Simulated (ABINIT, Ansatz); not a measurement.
# CdSe (Cadmoselite): changed settings of a GW run in ABINIT

A base run on CdSe (Cadmoselite), then changed inputs.

Calculated with ABINIT 10.8.3; PBE and many-body steps on it, plane waves.

The database entry behind the starting cell differs from later determinations by our own check (inner coordinate of an old entry), so it need not match the best structure at ambient conditions.

## (1) The starting structure

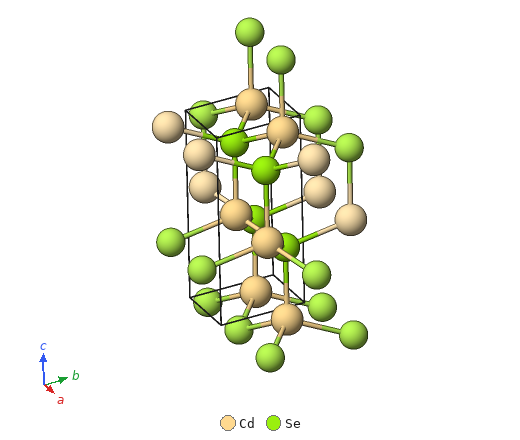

The cell as given, slightly off an axis (cadmium orange, selenium green). 2×1×1 cells are drawn. Some periodic images of atoms are drawn too.

The cell and positions come from the Crystallography Open Database and are kept as given unless a step says otherwise.

## (2) Screening, 3×3×2 mesh, 180 bands, screening to 141.5 eV

This step: ABINIT 10.8.3; RPA screening on PBE, plane waves, norm-conserving pseudopotentials.

The RPA dielectric matrix is built and inverted for each q.

The input, run.abi:

```
acell 3*1.0 Angstrom
rprim 
  4.300000000016 -0.000000000004 0.000000000000
  -2.150000000005 3.723909236288 0.000000000000
  0.000000000000 0.000000000000 7.020000000000
ntypat 2
znucl 48 34
natom 4
typat 1 1 2 2
xred 
  0.333333333333 0.666666666667 0.000000000000
  0.666666666667 0.333333333333 0.500000000000
  0.333333333333 0.666666666667 0.385000000000
  0.666666666667 0.333333333333 0.885000000000
pp_dirpath "pseudos"
pseudos "Cd.upf, Se.upf"
ecut 48
ngkpt 3 3 2
nshiftk 1
shiftk 0 0 0
kptopt 1
chksymbreak 0
istwfk *1
occopt 1
irdwfk 1
optdriver 3
nband 180
ecuteps 5.2
inclvkb 2
awtr 1
symchi 1
indata_prefix "in"
outdata_prefix "out"
tmpdata_prefix "tmp"
```

Launch:

```
$ OMP_NUM_THREADS=1 mpirun -n 4 abinit run.abi > log
```

The program printed:

```text
.Version 10.8.3 of ABINIT. v10.8.2 released Aug 2026.

 Symmetries : space group P6_3 m c (#186); Bravais hP (primitive hexag.)
[... echo of the input left out ...]
== DATASET  1 ==================================================================
-   mpi_nproc: 4, omp_nthreads: 1 (-1 if OMP is not activated)

--- !DatasetInfo
iteration_state: {dtset: 1, }
dimensions: {natom: 4, nkpt: 6, mband: 180, nsppol: 1, nspinor: 1, nspden: 1, mpw: 12066, }
cutoff_energies: {ecut:  48.0, pawecutdg:  -1.0, }
electrons: {nelect:   8.80000000E+01, charge:   0.00000000E+00, occopt:   1.00000000E+00, tsmear:   1.00000000E-02, }

 SCREENING: Calculation of the susceptibility and dielectric matrices

 Based on a program developped by R.W. Godby, V. Olevano, G. Onida, and L. Reining.
 Incorporated in ABINIT by V. Olevano, G.-M. Rignanese, and M. Torrent.
.Using double precision arithmetic ; gwpc =  8

[... cell and pseudopotentials left out ...]
--------------------------------------------------------------------------------

 ==== K-mesh for the wavefunctions ====
 Number of points in the irreducible wedge :     6
[... list of points left out ...]
 Together with 12 symmetry operations and time-reversal symmetry
 yields    18 points in the full Brillouin Zone.

 ==== Q-mesh for the screening function ====
 Number of points in the irreducible wedge :     6
[... list of points left out ...]
 Together with 12 symmetry operations and time-reversal symmetry
 yields    18 points in the full Brillouin Zone.

 setmesh: FFT mesh size selected  =    30x   30x   60
          total number of points  =        54000

 vcoul_init : cutoff-mode = AUXILIARY_FUNCTION
 q-points for optical limit:   1
     1)      0.000010    0.000020    0.000030

- screening: taking advantage of time-reversal symmetry
- Maximum band index for partially occupied states nbvw = 44
- Remaining bands to be divided among processors   nbcw = 136
- Number of bands treated by each node ~34

 Number of electrons calculated from density =   88.0000; Expected =   88.0000
 average of density, n =  0.116006
 r_s =    1.2720
 omega_plasma =   32.8546 [eV]

 calculating chi0 at frequencies [eV] :
  1    0.000000E+00    0.000000E+00
  2    0.000000E+00    3.285461E+01

--------------------------------------------------------------------------------
  q-point number  1        q = ( 0.000000, 0.000000, 0.000000) [r.l.u.]
--------------------------------------------------------------------------------
[... chi0 elements left out ...]
 For q-point:  0.000010 0.000020 0.000030
  dielectric constant =  49.4029
  dielectric constant without local fields =  51.7957

  Average fulfillment of the sum rule on Im[epsilon] for q-point    1 :     40.63  [%]
[... wings left out ...]
  q-point number  2        q = ( 0.333333, 0.000000, 0.000000) [r.l.u.]
--------------------------------------------------------------------------------
[... chi0 elements left out ...]
  Average fulfillment of the sum rule on Im[epsilon] for q-point    2 :     43.77  [%]

 [... 4 further q-points ...]
```

Wall time 2.8 min (4 MPI ranks of Intel Xeon Platinum 8375C at 2.90GHz (Ice Lake), shared host); peak memory 2.4 GiB.

Numbers from this step:

```
ε∞ with local fields, on this mesh, along the program's q direction : 49.40
the same without local fields                                       : 51.80
plasma frequency                                                    : 32.85 eV
plane waves in the screening matrix                                 : 403
```

Local fields lower ε∞ by 5 %. On a Γ-centred mesh this coarse the value itself is usually too large, while a short band sum pulls it down.

## (3) Base

The self-energy is evaluated for the states that the input lists, and the levels follow from it, in one-shot runs by the linearised quasiparticle equation.

This step: G0W0 on PBE, plane waves, norm-conserving pseudopotentials.

Changes to run.abi since step 2:

```diff
@@ -25,8 +25,15 @@
 irdwfk 1
-optdriver 3
+optdriver 4
 nband 180
+gwcalctyp 0
+ecutsigx 48
+symsigma 1
+nkptgw 1
+kptgw 
+  0.0000000000 0.0000000000 0.0000000000
+bdgw 
+  43 46
 ecuteps 5.2
-inclvkb 2
-awtr 1
-symchi 1
+irdscr 1
+ppmodel 1
 indata_prefix "in"
```

The program printed:

```text
.Version 10.8.3 of ABINIT. v10.8.2 released Aug 2026.

 Symmetries : space group P6_3 m c (#186); Bravais hP (primitive hexag.)
[... echo of the input left out ...]
== DATASET  1 ==================================================================
-   mpi_nproc: 4, omp_nthreads: 1 (-1 if OMP is not activated)

--- !DatasetInfo
iteration_state: {dtset: 1, }
dimensions: {natom: 4, nkpt: 6, mband: 180, nsppol: 1, nspinor: 1, nspden: 1, mpw: 12066, }
cutoff_energies: {ecut:  48.0, pawecutdg:  -1.0, }
electrons: {nelect:   8.80000000E+01, charge:   0.00000000E+00, occopt:   1.00000000E+00, tsmear:   1.00000000E-02, }

 SIGMA: Calculation of the GW corrections

 Based on a program developped by R.W. Godby, V. Olevano, G. Onida, and L. Reining.
 Incorporated in ABINIT by V. Olevano, G.-M. Rignanese, and M. Torrent.
.Using double precision arithmetic ; gwpc =  8

[... cell and pseudopotentials left out ...]
--------------------------------------------------------------------------------

 ==== K-mesh for the wavefunctions ====
 Number of points in the irreducible wedge :     6
[... list of points left out ...]
 Together with 12 symmetry operations and time-reversal symmetry
 yields    18 points in the full Brillouin Zone.

 ==== Q-mesh for screening function ====
 Number of points in the irreducible wedge :     6
[... list of points left out ...]
 Together with 12 symmetry operations and time-reversal symmetry
 yields    18 points in the full Brillouin Zone.

 vcoul_init : cutoff-mode = AUXILIARY_FUNCTION
 q-points for optical limit:   1
     1)      0.000010    0.000020    0.000030
 setmesh: FFT mesh size selected  =    45x   45x   90
          total number of points  =       182250

 Number of electrons calculated from density =   88.0000; Expected =   88.0000
 average of density, n =  0.116006
 r_s =    1.2720
 omega_plasma =   32.8546 [eV]

 === KS Band Gaps ===
  >>>> For spin  1
   Minimum direct gap =   0.6773 [eV], located at k-point      :   0.0000  0.0000  0.0000
   Fundamental gap    =   0.6773 [eV], Top of valence bands at :   0.0000  0.0000  0.0000
                                       Bottom of conduction at :   0.0000  0.0000  0.0000
 SIGMA fundamental parameters:
 PLASMON POLE MODEL  1
 number of plane-waves for SigmaX                12065
 number of plane-waves for SigmaC and W            403
 number of plane-waves for wavefunctions         12065
 number of bands                                   180
 number of independent spin polarizations            1
 number of spinorial components                      1
 number of k-points in IBZ                           6
 number of q-points in IBZ                           6
 number of symmetry operations                      12
 number of k-points in BZ                           18
 number of q-points in BZ                           18
 number of frequencies for dSigma/dE                 9
 frequency step for dSigma/dE [eV]                0.25
 number of omega for Sigma on real axis              0
 max omega for Sigma on real axis  [eV]           0.00
 zcut for avoiding poles [eV]                     0.10

 EPSILON^-1 parameters (SCR file):
 dimension of the eps^-1 matrix on file            403
 dimension of the eps^-1 matrix used               403
 number of plane-waves for wavefunctions         12065
 number of bands                                   180
 number of q-points in IBZ                           6
 number of frequencies                               2
 number of real frequencies                          1
 number of imag frequencies                          1

 matrix elements of self-energy operator (all in [eV])

 Perturbative Calculation

--- !SelfEnergy_ee
iteration_state: {dtset: 1, }
kpoint     : [   0.000,    0.000,    0.000, ]
spin       : 1
KS_gap     :    0.677
QP_gap     :    1.208
Delta_QP_KS:    0.531
data: !SigmaeeData |
     Band     E0 <VxcDFT>   SigX SigC(E0)      Z dSigC/dE  Sig(E)    E-E0       E
       43   4.910 -16.037 -18.551   2.223   0.796  -0.257 -16.269  -0.231   4.679
       44   4.910 -16.037 -18.551   2.223   0.796  -0.257 -16.269  -0.231   4.679
       45   5.587 -11.851  -8.051  -3.433   0.818  -0.223 -11.551   0.300   5.887
       46   6.999 -11.502  -7.255  -3.759   0.818  -0.222 -11.102   0.400   7.399

== END DATASET(S) ==============================================================
================================================================================

 -outvars: echo values of variables after computation  --------
           etotal      0.0000000000E+00
            nband         180
             nkpt           6
          spgroup         186
 [... the other variables as echoed above ...]

 Calculation completed.
```

The job ended after 14 s (4 MPI ranks; peak memory 1.9 GiB).

This step gave:

```
G0W0 gap on the points computed              : 1.208 eV
starting gap on the mesh                     : 0.6773 eV
k of the valence top                         : 0, 0, 0
k of the conduction bottom                   : 0, 0, 0
Z at the valence top                         : 0.796
Z at the conduction bottom                   : 0.818
least direct G0W0 gap on the computed points : 1.208 eV
```

The gap on the mesh goes from 0.68 eV to 1.21 eV, a correction of +0.53 eV.

## (4) Smaller part of the screening matrix

Changes to run.abi since step 3:

```diff
@@ -35,3 +35,3 @@
   43 46
-ecuteps 5.2
+ecuteps 2.6
 irdscr 1
```

The program printed:

```text
.Version 10.8.3 of ABINIT. v10.8.2 released Aug 2026.

 Symmetries : space group P6_3 m c (#186); Bravais hP (primitive hexag.)
[... echo of the input left out ...]
== DATASET  1 ==================================================================
-   mpi_nproc: 4, omp_nthreads: 1 (-1 if OMP is not activated)

--- !DatasetInfo
iteration_state: {dtset: 1, }
dimensions: {natom: 4, nkpt: 6, mband: 180, nsppol: 1, nspinor: 1, nspden: 1, mpw: 12066, }
cutoff_energies: {ecut:  48.0, pawecutdg:  -1.0, }
electrons: {nelect:   8.80000000E+01, charge:   0.00000000E+00, occopt:   1.00000000E+00, tsmear:   1.00000000E-02, }

 SIGMA: Calculation of the GW corrections

 Based on a program developped by R.W. Godby, V. Olevano, G. Onida, and L. Reining.
 Incorporated in ABINIT by V. Olevano, G.-M. Rignanese, and M. Torrent.
.Using double precision arithmetic ; gwpc =  8

[... cell and pseudopotentials left out ...]
--------------------------------------------------------------------------------

 ==== K-mesh for the wavefunctions ====
 Number of points in the irreducible wedge :     6
[... list of points left out ...]
 Together with 12 symmetry operations and time-reversal symmetry
 yields    18 points in the full Brillouin Zone.

 ==== Q-mesh for screening function ====
 Number of points in the irreducible wedge :     6
[... list of points left out ...]
 Together with 12 symmetry operations and time-reversal symmetry
 yields    18 points in the full Brillouin Zone.

 vcoul_init : cutoff-mode = AUXILIARY_FUNCTION
 q-points for optical limit:   1
     1)      0.000010    0.000020    0.000030
 setmesh: FFT mesh size selected  =    45x   45x   90
          total number of points  =       182250

 Number of electrons calculated from density =   88.0000; Expected =   88.0000
[...]
number of k-points in IBZ                           6
 number of q-points in IBZ                           6
 number of symmetry operations                      12
 number of k-points in BZ                           18
 number of q-points in BZ                           18
 number of frequencies for dSigma/dE                 9
 frequency step for dSigma/dE [eV]                0.25
 number of omega for Sigma on real axis              0
 max omega for Sigma on real axis  [eV]           0.00
 zcut for avoiding poles [eV]                     0.10

 EPSILON^-1 parameters (SCR file):
 dimension of the eps^-1 matrix on file            403
 dimension of the eps^-1 matrix used               135
 number of plane-waves for wavefunctions         12065
 number of bands                                   180
 number of q-points in IBZ                           6
 number of frequencies                               2
 number of real frequencies                          1
 number of imag frequencies                          1

 matrix elements of self-energy operator (all in [eV])

 Perturbative Calculation

--- !SelfEnergy_ee
iteration_state: {dtset: 1, }
kpoint     : [   0.000,    0.000,    0.000, ]
spin       : 1
KS_gap     :    0.677
QP_gap     :    1.174
Delta_QP_KS:    0.497
data: !SigmaeeData |
     Band     E0 <VxcDFT>   SigX SigC(E0)      Z dSigC/dE  Sig(E)    E-E0       E
       43   4.910 -16.037 -18.551   2.285   0.799  -0.251 -16.219  -0.182   4.728
       44   4.910 -16.037 -18.551   2.285   0.799  -0.251 -16.219  -0.182   4.728
       45   5.587 -11.851  -8.051  -3.415   0.819  -0.221 -11.536   0.315   5.902
       46   6.999 -11.502  -7.255  -3.748   0.819  -0.221 -11.093   0.409   7.409

== END DATASET(S) ==============================================================
================================================================================

 -outvars: echo values of variables after computation  --------
           etotal      0.0000000000E+00
            nband         180
             nkpt           6
          spgroup         186
 [... the other variables as echoed above ...]

 Calculation completed.
```

It took 7.6 s on 4 MPI ranks; peak memory 1.7 GiB.

Numbers from this step:

```
G0W0 gap on the points computed              : 1.174 eV
starting gap on the mesh                     : 0.6773 eV
k of the valence top                         : 0, 0, 0
k of the conduction bottom                   : 0, 0, 0
Z at the valence top                         : 0.799
Z at the conduction bottom                   : 0.819
least direct G0W0 gap on the computed points : 1.174 eV
```

## (5) The runs together

Times are wall times on 4 MPI ranks of Intel Xeon Platinum 8375C at 2.90GHz (Ice Lake), shared host, good to a factor of about two. A run's time includes the screening step that it read.

```tsv
run	mesh	bands	screening cutoff (eV)	DFT gap (eV)	gap on the mesh (eV)	direct (eV)	ε∞ used	time
base	3×3×2	180	141.5	0.677	1.208	1.208	49.40	3 min
smaller part of the screening matrix	3×3×2	180	70.7	0.677	1.174	1.174	49.40	2.9 min
```

## (6) Results

```yaml
base: 1.208 eV
smaller_part_of_the_screening_matrix: 1.174 eV
known_limits: not at the basis limit; mesh may overstate the screening; no spin-orbit coupling; coarse k mesh
```

Smaller part of the screening matrix: −0.034 eV against base (keys changed: ecuteps). Bands and cutoff are finite, so the gap is not at the basis limit. The miss can reach some tenths of an eV and take either sign; the mesh is an error of its own. In the G0W0 runs levels were corrected at 1 k point alone, so a gap called «on the mesh» is the least over those, and an edge elsewhere would be missed. The 3×3×2 mesh is coarse for this cell, which bears on the long-range parts of exchange and screening. For the PBE start: The RPA ε∞ on this mesh reaches over 25; with a narrow direct gap a coarse mesh can overstate it, and the correction is then too small. The many-body steps are scalar-relativistic: spin-orbit coupling is not in them.

[Paths, hosts, dates, memory and timing lines, banners, echoed tables and standing remarks are left out of the program output.]

[Logs are printed without paths, hosts, clocks, repeated set-up lines and the standing remarks that a program may print on its own settings, such as how far it seeks lower states.]

[Runs of the session that timed out or met a known fault of the program may be left out.]

[Hosts, paths, dates, database ids (printed as entryN), source tags and the programs' standing remarks are cut or masked in the printed files.]

[G0W0 gaps are taken among the corrected bands and points alone; a level outside them can change the order at an edge.]

[Where Ansatz stands beside ABINIT at settings called matched, ABINIT's density can come from a denser mesh and the files from another edition; pairs whose starting gaps differed by over 0.03 eV were left out, so agreement reads better than it is.]
